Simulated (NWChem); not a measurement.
**BH3Cl− (SMILES [BH3-]Cl) at 5 levels**

Wanted: a comparison of 5 runs (HF/pcseg-2, PBE0/6-31+G*, SVWN5/6-31+G*, PBE/def2-SVP, MP2/def2-TZVP) of BH3Cl−. 

The results are computed with NWChem 7.3.0.

### Step 1. Starting point

BH3Cl−: 5 atoms, total charge -1, spin state singlet. As SMILES, `[BH3-]Cl`. The coordinates come from a GFN2-xTB relaxation.

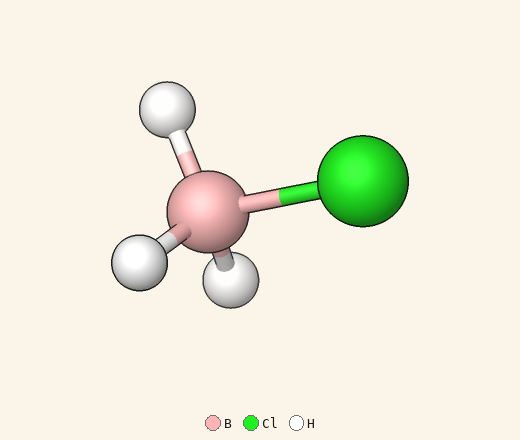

The structure, seen from a chosen angle (boron pink, chlorine green, hydrogen white).

### Step 2. Energy and forces at HF/pcseg-2 (run 1)

File bclh3.nw:

```
start bclh3
memory total 2200 mb
charge -1
geometry units angstroms noautosym nocenter noautoz
 B        0.082390      -0.047870       0.135930
 Cl      -0.845860       0.496450      -1.396970
 H        1.223080      -0.254620      -0.203070
 H       -0.460100      -1.051350       0.532730
 H        0.000500       0.857390       0.931390
end
basis spherical bse
 * library pcseg-2
end
scf
 thresh 1e-08
 maxiter 80
 print medium
end
task scf gradient
```

On the command line:

```console
$ nwchem bclh3.nw > bclh3.out
```

Output:

```text
[...]
  functions       =   106
[...]
  wavefunction    = RHF
[...]
         Total SCF energy =   -485.994257152120
      One-electron energy =   -760.411479073316
      Two-electron energy =    232.257470933992
 Nuclear repulsion energy =     42.159750987204
        Time for solution =     16.6s
[...]
                         RHF ENERGY GRADIENTS
    atom               coordinates                        gradient
                 x          y          z           x          y          z
   1 B       0.155695  -0.090461   0.256870   -0.008656   0.005213  -0.014346
   2 Cl     -1.598444   0.938154  -2.639891    0.015977  -0.009383   0.026425
   3 H       2.311286  -0.481162  -0.383747   -0.006470   0.001720  -0.001442
   4 H      -0.869463  -1.986763   1.006714    0.000612   0.005156  -0.004527
   5 H       0.000945   1.620232   1.760072   -0.001463  -0.002706  -0.006110
[...]
```

Wall time 23 s (1 thread of Intel Xeon 6975P-C (Granite Rapids), shared host); peak memory 0.11 GiB.

### Step 3. Energy and forces at PBE0/6-31+G(d) (spherical functions) (run 2)

File run.py:

```python
from ase import Atoms
from ase.calculators.nwchem import NWChem

system = Atoms(['B', 'Cl', 'H', 'H', 'H'], positions=[
    [0.082390, -0.047870, 0.135930],
    [-0.845860, 0.496450, -1.396970],
    [1.223080, -0.254620, -0.203070],
    [-0.460100, -1.051350, 0.532730],
    [0.000500, 0.857390, 0.931390],
])

calc = NWChem(
    label='bclh3',
    theory='dft',
    memory='2200 mb',
    basis='6-31+G*',
    basispar='spherical bse',
    charge=-1,
    dft={'xc': 'pbe0', 'mult': '1', 'grid': 'xfine', 'convergence': 'energy 1e-08', 'iterations': '100', 'mulliken': None},
)
system.calc = calc

forces = system.get_forces()
e = system.get_potential_energy()
print(f"E = {e:.6f} eV")
print("forces (eV/A):")
for s, f in zip(system.symbols, forces):
    print(f"{s:2s} {f[0]:10.5f} {f[1]:10.5f} {f[2]:10.5f}")
print("dipole (e A):", system.get_dipole_moment().round(4))
```

On the command line:

```console
$ export ASE_NWCHEM_COMMAND="nwchem PREFIX.nwi > PREFIX.nwo"
$ python run.py
```

Output:

```text
E = -13244.121500 eV
forces (eV/A):
B     0.22693   -0.13833    0.37692
Cl   -0.62848    0.36906   -1.03975
H     0.45822   -0.10722    0.01260
H    -0.10907   -0.37955    0.26009
H     0.05240    0.25603    0.39014
dipole (e A): [ 0.2737 -0.1608  0.4521]
```

The calculator wrote bclh3.nwi:

```
title "bclh3"

permanent_dir bclh3

scratch_dir bclh3

start bclh3

geometry units angstrom nocenter noautosym noautoz
  B  8.2390000000000005e-02 -4.7870000000000003e-02 1.3593000000000000e-01
  Cl -8.4585999999999995e-01 4.9645000000000000e-01 -1.3969700000000000e+00
  H  1.2230799999999999e+00 -2.5462000000000001e-01 -2.0307000000000000e-01
  H  -4.6010000000000001e-01 -1.0513500000000000e+00 5.3273000000000004e-01
  H  5.0000000000000001e-04 8.5738999999999999e-01 9.3139000000000005e-01
end

charge -1

memory 2200 mb

basis spherical bse noprint
   * library 6-31+G*
end

dft
  xc pbe0
  mult 1
  grid xfine
  convergence energy 1e-08
  iterations 100
  mulliken
end

task dft gradient
```

bclh3.nwo, shortened:

```text
[...]
         Total DFT energy =     -486.712491891472
[...]
  wavefunction    = closed shell
                         DFT ENERGY GRADIENTS
    atom               coordinates                        gradient
                 x          y          z           x          y          z
   1 B       0.155695  -0.090461   0.256870   -0.004413   0.002690  -0.007330
   2 Cl     -1.598444   0.938154  -2.639891    0.012222  -0.007177   0.020220
   3 H       2.311286  -0.481162  -0.383747   -0.008911   0.002085  -0.000245
   4 H      -0.869463  -1.986763   1.006714    0.002121   0.007381  -0.005058
   5 H       0.000945   1.620232   1.760072   -0.001019  -0.004979  -0.007587
[...]
```

It took 8.7 s on 1 thread of Intel Xeon 6975P-C (Granite Rapids), shared host; peak memory 0.12 GiB.

Runs 3 to 4 aren't shown in full; the table further down has their settings and results.

### Step 4. Energy and forces at MP2/def2-TZVP (run 5)

File run.py:

```python
from ase import Atoms
from ase.calculators.nwchem import NWChem

system = Atoms(['B', 'Cl', 'H', 'H', 'H'], positions=[
    [0.082390, -0.047870, 0.135930],
    [-0.845860, 0.496450, -1.396970],
    [1.223080, -0.254620, -0.203070],
    [-0.460100, -1.051350, 0.532730],
    [0.000500, 0.857390, 0.931390],
])

calc = NWChem(
    label='bclh3',
    theory='mp2',
    memory='2200 mb',
    basis='def2-TZVP',
    basispar='spherical bse',
    charge=-1,
    scf={'nopen': '0', 'rhf': None, 'thresh': '1e-08', 'maxiter': '80'},
    mp2={'freeze': 'core 6', 'tight': None},
)
system.calc = calc

forces = system.get_forces()
print(f"energy = {system.get_potential_energy():.6f} eV")
print("forces (eV/A):")
for s, f in zip(system.symbols, forces):
    print(f"{s:2s} {f[0]:10.5f} {f[1]:10.5f} {f[2]:10.5f}")
```

On the command line:

```console
$ export ASE_NWCHEM_COMMAND="nwchem PREFIX.nwi > PREFIX.nwo"
$ python run.py
```

Output:

```text
energy = -13233.461848 eV
forces (eV/A):
B     0.23027   -0.14090    0.38248
Cl   -0.57588    0.33820   -0.95285
H     0.29707   -0.08053    0.07353
H    -0.02268   -0.23577    0.21273
H     0.07122    0.11894    0.28416
```

The calculator wrote bclh3.nwi:

```
title "bclh3"

permanent_dir bclh3

scratch_dir bclh3

start bclh3

geometry units angstrom nocenter noautosym noautoz
  B  8.2390000000000005e-02 -4.7870000000000003e-02 1.3593000000000000e-01
  Cl -8.4585999999999995e-01 4.9645000000000000e-01 -1.3969700000000000e+00
  H  1.2230799999999999e+00 -2.5462000000000001e-01 -2.0307000000000000e-01
  H  -4.6010000000000001e-01 -1.0513500000000000e+00 5.3273000000000004e-01
  H  5.0000000000000001e-04 8.5738999999999999e-01 9.3139000000000005e-01
end

charge -1

memory 2200 mb

basis spherical bse noprint
   * library def2-TZVP
end

scf
  nopen 0
  rhf
  thresh 1e-08
  maxiter 80
end
mp2
  freeze core 6
  tight
end

task mp2 gradient
```

bclh3.nwo, shortened:

```text
[...]
         Total SCF energy =   -485.992389194812
[...]
                         mp2 ENERGY GRADIENTS
    atom               coordinates                        gradient
                 x          y          z           x          y          z
   1 B       0.155695  -0.090461   0.256870   -0.004478   0.002740  -0.007438
   2 Cl     -1.598444   0.938154  -2.639891    0.011199  -0.006577   0.018530
   3 H       2.311286  -0.481162  -0.383747   -0.005777   0.001566  -0.001430
   4 H      -0.869463  -1.986763   1.006714    0.000441   0.004585  -0.004137
   5 H       0.000945   1.620232   1.760072   -0.001385  -0.002313  -0.005526
[...]
```

It took 26 s on 1 thread of Intel Xeon 6975P-C (Granite Rapids), shared host; peak memory 0.2 GiB.

### Step 5. The series

```
run                                level  iteration cap  module  energy (Eh)  HOMO energy (eV)  LUMO energy (eV)  HOMO–LUMO gap (eV)  wall time
  1                           HF/pcseg-2             80     scf  -485.994257             -4.97              8.36               13.33       23 s
  2   PBE0/6-31+G* (spherical functions)            100     dft  -486.712492             -1.82              4.40                6.23      8.7 s
  3  SVWN5/6-31+G* (spherical functions)            100     dft  -485.096257             -0.60              3.94                4.54      5.7 s
  4                         PBE/def2-SVP            100     dft  -486.498212              0.27              7.80                7.53      7.2 s
  5                        MP2/def2-TZVP             80     mp2  -486.320757             -4.91              8.49               13.40       26 s
```

### Step 6. Summary of results

| quantity | value |
| --- | --- |
| run 5: total energy | -486.32076 Eh |
| run 5: HOMO energy (Hartree–Fock orbitals) | -4.91 eV |
| run 5: LUMO energy (Hartree–Fock orbitals) | 8.49 eV |
| run 5: HOMO–LUMO gap (to an unbound level, set by the basis) | 13.40 eV |
| run 5: correlation energy (6 core orbitals frozen) | -328.4 mEh |
| run 5: largest force on an atom | 1.164 eV/Å |

**Reading.** Over runs 1, 2, 3, 4 the HOMO–LUMO gap runs from 4.54 eV (SVWN5/6-31+G*) to 13.33 eV (HF/pcseg-2). The two ends differ in method and basis. The empty levels of an anion lie above zero and hang on the basis. Totals of different functionals can't be ranked against each other. In run 4 the HOMO lies above zero, so the outermost electron may be held by the basis alone. All runs together took 70 s, the longest 26 s.
